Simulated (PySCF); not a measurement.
## Electronic structure of C$_{2}$H$_{5}$P (SMILES C1CP1) in real space

Input file:

```
{"job": {"kind": "uv", "xc": "CAM-B3LYP", "basis": "def2-SVPD", "nstates": 8, "ntriplets": 3}, "charge": 0, "multiplicity": 1}
C     -0.050507     0.817337    -0.031067
C     -0.564007    -0.591888    -0.014963
P      1.097804    -0.407574    -0.797737
H      0.243352     1.270579     0.904924
H     -0.527547     1.510009    -0.711929
H     -0.625773    -1.108006     0.932666
H     -1.378506    -0.827941    -0.687463
H      1.814242    -0.653104     0.381004
```

Launched as:

```sh
OMP_NUM_THREADS=1 python probes_run.py task.json out
```

Geometry: GFN2-xTB.

The calculation used PySCF, CAM-B3LYP/def2-SVPD, SCF density, gas phase.

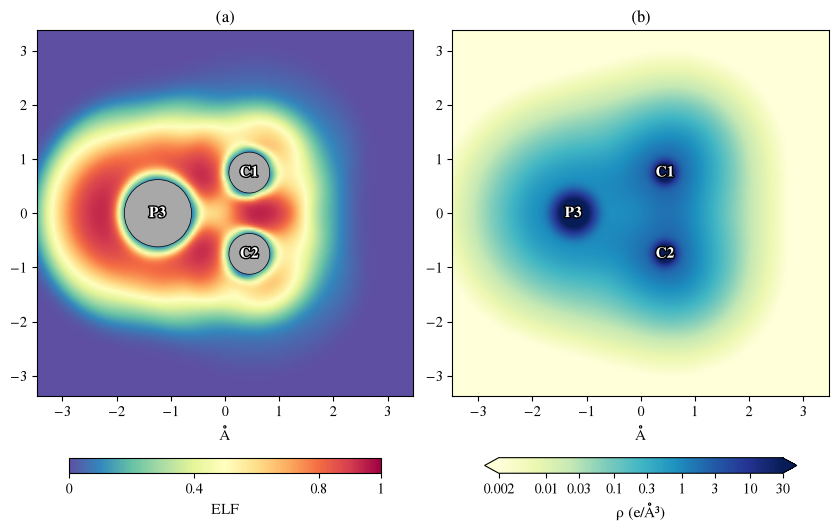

Figure 1. (a) electron localisation function; (b) total electron density on the plane of atoms C1, C2 and P3. Grey discs cover the atomic cores in the ELF map.

Interpret the plot.

Answer. Atoms in the plane: C and P.
C–C (1.50 Å): ρ at the midpoint is about 1.7 e/Å³; the ELF peaks at about 0.95 between the atoms (a covalent bond).
C–P (1.85 Å): ρ at the midpoint is about 1 e/Å³; the ELF peaks at about 0.85 between the atoms: a covalent bond.
The ELF also peaks beside P3, away from the bonds: lone-pair regions.

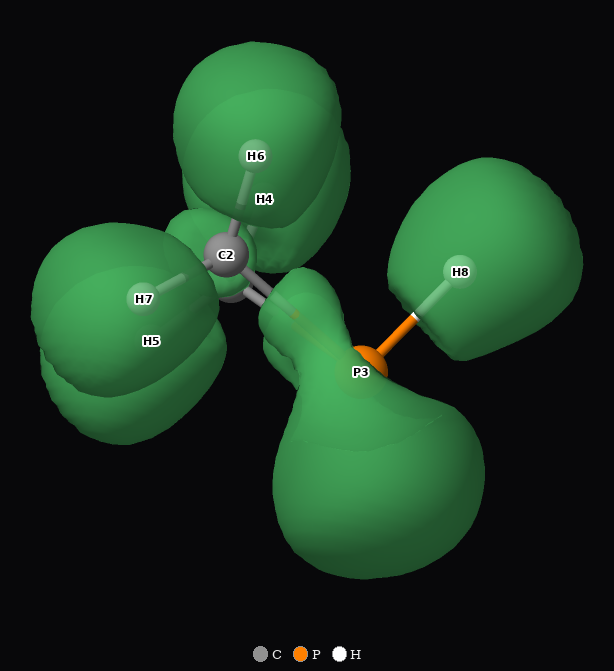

Figure 2. Isosurface of the ELF at 0.8 (green), seen from one side. Only the valence region is drawn (cores and ρ < 0.01 e/Å³ removed).

Describe the localisation domains.

Answer. The ELF exceeds this value in one region between bonded C–C atoms (shared pairs), five regions around hydrogen nuclei and one region on P in which the atom's valence shell and bonds are merged.
